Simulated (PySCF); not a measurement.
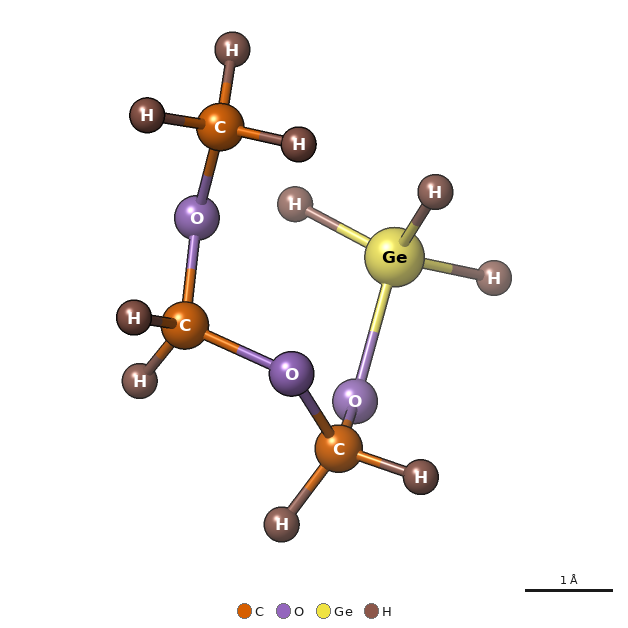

Depth is shown by fading: the farther an atom, the more it takes the colour of the background. Computed geometry: GFN2-xTB optimisation. No frequency run is at hand to confirm it as a minimum. Masses are those of the most abundant isotopes; constants are for the rigid equilibrium geometry.

What kind of rotor is it, and what are its rotational constants in cm⁻¹?

Answer. An asymmetric top (C1): A = 0.0802, B = 0.0473, C = 0.0329 cm⁻¹. Ray's parameter κ is −0.39, nearer the prolate limit.
